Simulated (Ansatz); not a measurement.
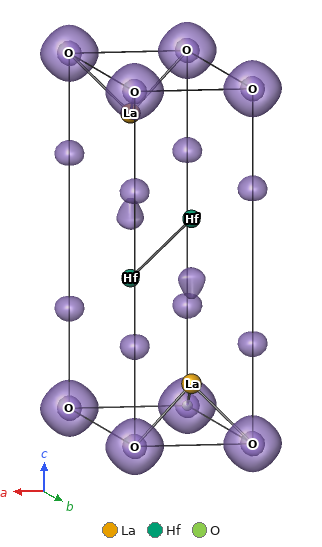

Figure 1: La₂Hf₂O. Isosurface of the ELF at 0.7 (purple), seen at an oblique angle. Core shells and regions of very low density are left out. Sticks mark near contacts.

Space group P-3m1; a structure generated by program, which may or may not match a known phase.

The calculation used DFT PBE, scalar-relativistic, plane waves, PAW (Ansatz).

```
La Hf O
1.0
     3.49018    0.00000    0.00000
    -1.74509    3.02259    0.00000
     0.00000    0.00000   11.38468
La Hf O
2 2 1
Cartesian
  0.0000 2.0151 1.5426
  1.7451 1.0075 9.8421
  0.0000 2.0151 6.8337
  1.7451 1.0075 4.5510
  0.0000 0.0000 0.0000
```

Q: Where are the electrons localised?

A: The surface consists of one region wrapped around O (its valence shell) and four pockets between the atoms, centred on no nucleus (multi-centre or interstitial), counted in one cell of 5 atoms. Regions shared between cells count once.

Values along the shortest contacts:
La–O (2.54 Å): the ELF is about 0.15 at the midpoint: no shared electron pair shows on this line. Hf–Hf (3.04 Å): the ELF is about 0.20 at the midpoint (no localised pair shows between them).
